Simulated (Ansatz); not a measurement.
# AlNi: equation of state, part 2 of 2

Aim: scale the cell of AlNi up and down at fixed shape and fractional positions, and get the equilibrium volume and bulk modulus with LAPW, PAW and all-electron datasets made for the crystal.

Ansatz 0.2.0; DFT PBEsol; a database cell (COD). «Crystal datasets» are all-electron PAW datasets made for this crystal. Earlier steps stand in the parts before.

### Step 8. Volume × 1.06, LAPW

Contents of input.yaml:

```yaml
crystal:
  lattice:
    - [2.9375045414, 0.0, 0.0]
    - [0.0, 2.9375045414, 0.0]
    - [0.0, 0.0, 2.9375045414]
  atoms:
    - { symbol: Al, position: [0.0, 0.0, 0.0] }
    - { symbol: Ni, position: [0.5, 0.5, 0.5], spin: 1.5 }
magnetization:
  spin_polarized: true
kpoints:
  mp_grid: { grid: [13, 13, 13] }
scf:
  occupations: { method: fermi_dirac, width: 0.05 }
hamiltonian:
  xc: pbesol
  pseudopotentials: { kind: all_electron, lapw: { basis_error: 0.0005 } }
output:
  forces: true
  stress: true
  eigenvalues: true
```

The run is started by

```console
$ ansatz run input.yaml --threads 1 --pin off --max-ram 3072MiB --backend cpu --events-out ev --progress --plain --runs-dir out
```

Log, shortened:

```text
LAPW: plane waves up to 8.329 Å⁻¹, error target 5.0e-4 eV per atom; small_component_spin mean_spin; Al in spheres of 1.169 Å, 11 of its electrons in bands, Dirac shells []; Ni in spheres of 1.375 Å, 18 of its electrons in bands, Dirac shells []
[...]
Pseudopotentials: kind: all_electron
Pseudopotential: Al, LAPW, valence charge 11, Koelling and Harmon's equation, gaussian nucleus
Pseudopotential: Ni, LAPW, valence charge 18, Koelling and Harmon's equation, gaussian nucleus
Functional definition: PBEsol
[...]
Crystal: 2 atoms, lattice volume = 25.348 Å³
Basis set: ecut = 264.2881555944428 eV, 251 PW (Γ), exchange–correlation at level 2
Bands: 20, of which v1, the nominal top of the filled ones, is band 15 counted from 1 (14 counted from 0)
Symmetry: 48 space group operations
Space group: Pm-3m (ITA 221), of the structure as read, at distance tolerance 2.9e-5 Å
Magnetic group: BNS 221.92 (UNI 1594), of the structure as read, at distance tolerance 2.9e-5 Å
k-points: 84 of 2197
[...]
WARN: the starting moments were not kept: the SCF closed with an absolute magnetisation of 2.4e-7 μB, where they sum to 1.5 μB in size (1 site). That is at most 0.1 of that sum. Measured as dr2_m measures the in/out step, that magnetisation stands 1.9e-15 eV from none, at or under the [...]
SCF converged after 11 iterations
Magnetization: 0.0000 μB (14.5000 up, 14.5000 down)
Absolute magnetization: 0.0000 μB (∫|ρ↑−ρ↓|)
Spin contamination: 0.0000 ħ² per cell (⟨S²⟩ above its minimum at these occupations)
Per-site moments (μB) at R_I (Å): [(4.206082060420613e-8, 1.16895145636871), (-1.1141187528096452e-8, 1.375002062307985)]
Free energy (F): -47943.979375 eV
[...]
E sigma→0 (E₀):  -47943.976580 eV
Entropy (-TS):   -0.005591 eV (-2.795 meV/atom)
Fermi energy:    14.145614 eV
[...]
--- Forces (eV/Å), atoms counted from 1 ---
  atom   1  Al    -0.00000000     0.00000000     0.00000000
  atom   2  Ni     0.00000000    -0.00000000    -0.00000000
[...]
--- Stress (GPa, compression-positive) ---
      -11.492037       0.000000      -0.000000
        0.000000     -11.492037       0.000000
       -0.000000       0.000000     -11.492037
  P = ⅓ Tr σ = -11.4920 GPa (-114.920 kbar)
--- Band table (eV; the first three rows and the last of 168) ---
[... band rows left out ...]
[...]
```

Run time: 33 s. Hardware: 1 thread of Arm Neoverse V2, shared host; peak memory 0.51 GiB.

In short: pressure -11.49 GPa; no gap; the start moments died away.

### Step 9. Volume × 1.06, PAW

Changes to input.yaml since step 8:

```diff
@@ -16,3 +16,3 @@
   xc: pbesol
-  pseudopotentials: { kind: all_electron, lapw: { basis_error: 0.0005 } }
+  pseudopotentials: { kind: paw }
 output:
@@ -21 +21,6 @@
   eigenvalues: true
+  efg: { contact_densities: true }
+  write_density: true
+  write_potential: true
+  elf: true
+  volumetric_format: npy
```

The run is started by

```console
$ ansatz run input.yaml --threads 1 --pin off --max-ram 3072MiB --backend cpu --events-out ev --progress --plain --runs-dir out
```

Log, shortened:

```text
[...]
Pseudopotentials: kind: paw
Pseudopotential: Al, paw, valence charge 3, recommended cutoff 420 eV (normal)
Pseudopotential: Ni, paw, valence charge 18, recommended cutoff 420 eV (normal)
Functional definition: PBEsol
[...]
Crystal: 2 atoms, lattice volume = 25.348 Å³
Basis set: ecut = 420 eV, 485 PW (Γ), exchange–correlation on 40×40×40 points (8 copies of the dense FFT grid, shifted against one another)
Bands: 16, of which v1, the nominal top of the filled ones, is band 11 counted from 1 (10 counted from 0)
Symmetry: 48 space group operations
Space group: Pm-3m (ITA 221), of the structure as read, at distance tolerance 2.9e-5 Å
Magnetic group: BNS 221.92 (UNI 1594), of the structure as read, at distance tolerance 2.9e-5 Å
k-points: 84 of 2197
[...]
Starting moments: Σ|m| = 1.5 μB on 1 of 2 sites
[...]
WARN: the starting moments were not kept: the SCF closed with an absolute magnetisation of 1.6e-7 μB, where they sum to 1.5 μB in size (1 site). That is at most 0.1 of that sum. Measured as dr2_m measures the in/out step, that magnetisation stands 6.6e-15 eV from none, at or under the [...]
--- Forces (eV/Å), atoms counted from 1 ---
  atom   1  Al    -0.00000000     0.00000000    -0.00000000
  atom   2  Ni     0.00000000     0.00000000     0.00000000
[...]
--- Stress (GPa, compression-positive) ---
      -11.481174       0.000000       0.000000
        0.000000     -11.481174       0.000000
       -0.000000       0.000000     -11.481174
  P = ⅓ Tr σ = -11.4812 GPa (-114.812 kbar)
--- PAW observables at the nuclei: V_zz in 10²¹ V/m², potentials from the cell's mean, atoms counted from 1 ---
  atom   1  Al V_zz =    -0.000000   η = 0.0000   by run symmetry: forbidden
            electrostatic potential = -1234.221920 V   contact ρ = 10041.445950 e/Å³   contact ρ_s (e/Å³): all electrons +0.000001, valence +0.000001
  atom   2  Ni V_zz =    -0.000000   η = 0.0000   by run symmetry: forbidden
            electrostatic potential = -3571.501838 V   contact ρ = 130124.708270 e/Å³   contact ρ_s (e/Å³): all electrons -0.000001, valence -0.000001
--- Band table (eV; the first three rows and the last of 168) ---
  k-point 0 ↑: bands = ["-89.9896", "-50.5378", "-50.5378", "-50.5378", "2.1434", "9.9063", "9.9063", "11.4639", "11.4639", "11.4639", "18.1124", "18.1124", "18.1124", "20.8126", "20.8126", "25.5502"]
[...]
```

Wall time 7.5 s (1 thread of Arm Neoverse V2, shared host); peak memory 0.39 GiB.

Read from it: pressure -11.48 GPa; no gap; the start moments died away.

### Step 10. Volume × 1.06, crystal datasets

Changes to input.yaml since step 9:

```diff
@@ -16,3 +16,3 @@
   xc: pbesol
-  pseudopotentials: { kind: paw }
+  pseudopotentials: { kind: all_electron, datasets: crystal }
 output:
@@ -22,5 +22 @@
   efg: { contact_densities: true }
-  write_density: true
-  write_potential: true
-  elf: true
-  volumetric_format: npy
```

The run is started by

```console
$ ansatz run input.yaml --threads 1 --pin off --max-ram 3072MiB --backend cpu --events-out ev --progress --plain --runs-dir out
```

Log, shortened:

```text
[...]
Pseudopotentials: kind: all_electron
Pseudopotential: Al, paw, valence charge 11, recommended cutoff 280 eV (normal), Koelling and Harmon's equation, gaussian nucleus
Pseudopotential: Ni, paw, valence charge 18, recommended cutoff 280 eV (normal), Koelling and Harmon's equation, gaussian nucleus
Functional definition: PBEsol
[...]
a search for the magnetic state begins, with frozen cores and fixed partial waves. It gives no result and prints no iterations
the search for the magnetic state of this step took 10 SCF iterations with frozen cores. It stayed in its first state, in which the spheres begin
Crystal: 2 atoms, lattice volume = 25.348 Å³
Basis set: ecut = 280 eV, 257 PW (Γ), exchange–correlation on 36×36×36 points (8 copies of the dense FFT grid, shifted against one another)
Bands: 20, of which v1, the nominal top of the filled ones, is band 15 counted from 1 (14 counted from 0)
Symmetry: 48 space group operations
Space group: Pm-3m (ITA 221), of the structure as read, at distance tolerance 2.9e-5 Å
[...]
WARN: the starting moments were not kept: the SCF closed with an absolute magnetisation of 5.8e-9 μB, where they sum to 1.5 μB in size (1 site). That is at most 0.1 of that sum. Measured as dr2_m measures the in/out step, that magnetisation stands 2.1e-17 eV from none, at or under the [...]
  atom   1  Al    -0.00000000    -0.00000000     0.00000000
  atom   2  Ni    -0.00000000    -0.00000000    -0.00000000
[...]
--- Stress (GPa, compression-positive) ---
      -11.492240      -0.000000       0.000000
        0.000000     -11.492240       0.000000
       -0.000000      -0.000000     -11.492240
  P = ⅓ Tr σ = -11.4922 GPa (-114.922 kbar)
--- PAW observables at the nuclei: V_zz in 10²¹ V/m², potentials from the cell's mean, atoms counted from 1 ---
  atom   1  Al V_zz =    -0.000000   η = 0.0000   by run symmetry: forbidden
            electrostatic potential = -1232.839023 V   contact ρ = 10047.513153 e/Å³   contact ρ_s (e/Å³): all electrons +0.000000, valence +0.000000
  atom   2  Ni V_zz =    +0.000000   η = 0.0000   by run symmetry: forbidden
            electrostatic potential = -3570.215234 V   contact ρ = 130194.917127 e/Å³   contact ρ_s (e/Å³): all electrons +0.000000, valence +0.000000
--- Band table (eV; the first three rows and the last of 168) ---
  k-point 0 ↑: bands = ["-88.7099", "-88.4543", "-50.1317", "-50.1317", "-50.1317", "-49.2561", "-49.2561", "-49.2561", "3.4203", "11.1876", "11.1876", "12.7438", "12.7438", "12.7438", "19.3833", "19.3833", "19.3833", "22.1248"]
[...]
```

Run time: 24 s. Hardware: 1 thread of Arm Neoverse V2, shared host; peak memory 0.66 GiB.

In short: pressure -11.49 GPa; no gap; the start moments died away.

### Step 11. All volumes together

The rows at scale 1 come from earlier runs of the unscaled cell with the same settings.

| method | volume (Å³/atom) | F above the lowest (meV/atom) | pressure (GPa) |
| --- | --- | --- | --- |
| LAPW | 11.245 | 10.9 | 7.75 |
| LAPW | 11.717 | 0.0 | -0.04 |
| LAPW | 11.956 | 2.6 | -3.39 |
| LAPW | 12.196 | 9.9 | -6.39 |
| LAPW | 12.674 | 36.9 | -11.49 |
| PAW | 11.245 | 8.6 | 7.84 |
| PAW | 11.956 | 0.0 | -3.34 |
| PAW | 12.196 | 7.3 | -6.36 |
| PAW | 12.674 | 34.2 | -11.48 |
| crystal datasets | 11.245 | – | 7.75 |
| crystal datasets | 11.956 | – | -3.38 |
| crystal datasets | 12.674 | – | -11.49 |

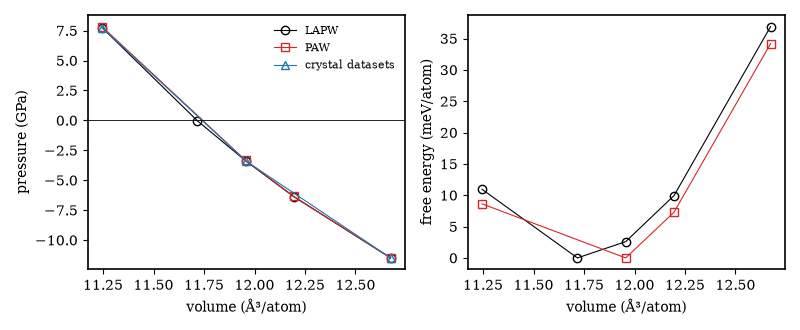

Pressure and free energy (from each method's lowest point) against volume.

### Step 12. Outcome

What follows sums up all 2 parts.

| quantity | value |
| --- | --- |
| equilibrium volume (LAPW) | 11.715 Å³/atom |
| bulk modulus (LAPW) | 173 GPa |
| its pressure derivative (LAPW) | 4.4 |
| equilibrium volume (PAW) | 11.718 Å³/atom |
| bulk modulus (PAW) | 174 GPa |
| its pressure derivative (PAW) | 4.4 |

**Reading.** By LAPW, the pressure vanishes at 11.71 Å³/atom (-2.0 % from the starting cell) and the bulk modulus there is 173 GPa (Birch-Murnaghan, third order). PAW's volume lies +0.03 % and its modulus +0.3 % from LAPW's. No thermal or zero-point expansion is included.
